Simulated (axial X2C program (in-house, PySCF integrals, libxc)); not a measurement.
# Relativistic diatomic calculation, with input and output: ZrH⁺

ZrH⁺. The reference is closed-shell ZrH⁺; the roots are vertical excitation energies. The distance is the PBE0 minimum at charge 1. Computed at this level: EOM-EE-CCSD, two-component X2C with atomic mean-field Coulomb and Gaunt terms, Zr dyall-acv3z, H dyall-av3z (cores contracted) (axial X2C program (in-house, PySCF integrals, libxc)).

### Key numbers

- outcome: converged
- HF energy of the reference ZrH⁺: −3595.14494 hartree
- MP2 energy of the reference ZrH⁺: −3595.46173 hartree
- CCSD energy of the reference ZrH⁺ (with the MP2 share of the virtual spinors left out of the coupled-cluster step): −3595.49334 hartree
- CCSD(T) energy of the reference ZrH⁺: −3595.50809 hartree
- T1 diagnostic (spinor form; for a closed shell √2 times the usual value): 0.028
- hardware: 1 thread of Arm Neoverse V2, 24 GiB of memory available, shared host
- wall time: 42 s
- peak memory: 0.73 GiB

### Input
```
{"zs": [40, 1], "q": 1, "bas": ["dyall-acv3z", "dyall-av3z"], "r0": 1.86, "eom": "ee", "thr": -2.0, "nmax": 88}
```

The line is the task of a batch: nuclear charges, charge, bases, a first guess of the distance and further settings. This report covers the levels named above. The log is that of the reference distance 1.802 Å.

The run was one of a batch that the task file lists, launched with:
```bash
python <driver script> task.json out
```

### The program's output
```
two-component X2C + atomic mean field  HF
basis functions 196  fitting functions 887  grid points 5071
iter        total energy     max residual
   1      -3595.127222879     2.74e-01
   2      -3595.144602237     3.83e-03
   3      -3595.145649017     1.62e-03
   4      -3595.145936191     1.07e-03
   5      -3595.146089193     9.81e-04
   6      -3595.146257632     9.20e-04
   7      -3595.146391622     9.21e-04
   8      -3595.146460475     9.25e-04
   9      -3595.146119534     8.92e-04
  10      -3595.145051491     5.60e-04
  11      -3595.145070723     5.69e-04
  12      -3595.144965003     3.08e-04
  13      -3595.144943972     1.68e-04
  14      -3595.144941054     6.16e-05
  15      -3595.144940765     8.39e-06
  16      -3595.144940782     6.15e-06
  17      -3595.144940784     1.73e-06
converged
one-electron -4976.90257375  Coulomb 1484.82489386  exact exchange -113.21611448  xc functional 0.00000000  nuclear repulsion 11.74644197  atomic mean-field constant -1.59758838
correlated 12  virtual 278  natural virtual 88  E(MP2) -0.316789101  MP2 remainder -0.052550143
iter   CCSD correlation   residual
   1     -0.280375766   1.28e-01
   2     -0.289195561   7.97e-02
   3     -0.292775531   5.59e-02
   4     -0.294364340   3.84e-02
   5     -0.295405857   1.92e-02
   6     -0.295700079   1.08e-02
   7     -0.295759536   6.12e-03
   8     -0.295837261   3.79e-03
   9     -0.295815442   2.18e-03
  10     -0.295847067   1.23e-03
  11     -0.295845966   7.25e-04
  12     -0.295853144   5.54e-04
  13     -0.295853575   4.64e-04
  14     -0.295853136   4.24e-04
  15     -0.295853358   4.16e-04
  16     -0.295852951   4.18e-04
  17     -0.295850245   4.11e-04
  18     -0.295848284   3.76e-04
  19     -0.295849464   3.00e-04
  20     -0.295852243   2.22e-04
  21     -0.295855180   1.51e-04
  22     -0.295855425   9.79e-05
  23     -0.295855819   6.29e-05
  24     -0.295855519   4.29e-05
  25     -0.295855025   3.01e-05
  26     -0.295854529   1.83e-05
  27     -0.295854235   1.03e-05
  28     -0.295854094   7.26e-06
  29     -0.295854011   5.94e-06
  30     -0.295853958   5.26e-06
  31     -0.295853945   5.04e-06
(T) -0.014743162060187649  T1 0.0280  D1 0.0631  max T2 0.169
EOM-EE-CCSD roots
2*Omega      energy/Eh   energy/eV  one-particle weight
    0      -0.00665023     -0.1810      0.959
    0      -0.00633132     -0.1723      0.957
    0       0.06918128      1.8825      0.748
    0       0.06927291      1.8850      0.743
    0       0.08599228      2.3400      0.023
    2      -0.01489580     -0.4053      0.962
    2      -0.01005392     -0.2736      0.964
    2       0.00020495      0.0056      0.931
    2       0.07677188      2.0891      0.010
    4      -0.02697729     -0.7341      0.978
    4      -0.01332695     -0.3626      0.966
    4       0.01683003      0.4580      0.964
    6      -0.00624454     -0.1699      0.932
```

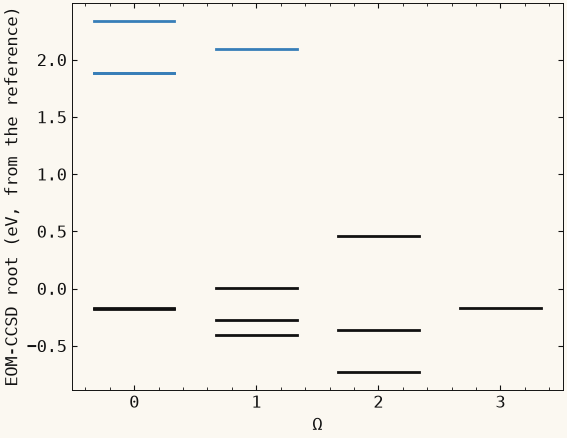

Fig. 1: EOM-CCSD roots by Ω at 1.80 Å; roots whose one-particle weight is under 0.8 have the second colour. The lowest has Ω = 2 and lies at −0.734 eV, with one-particle weight 0.98. 4 of the 13 roots are less well described at this level.
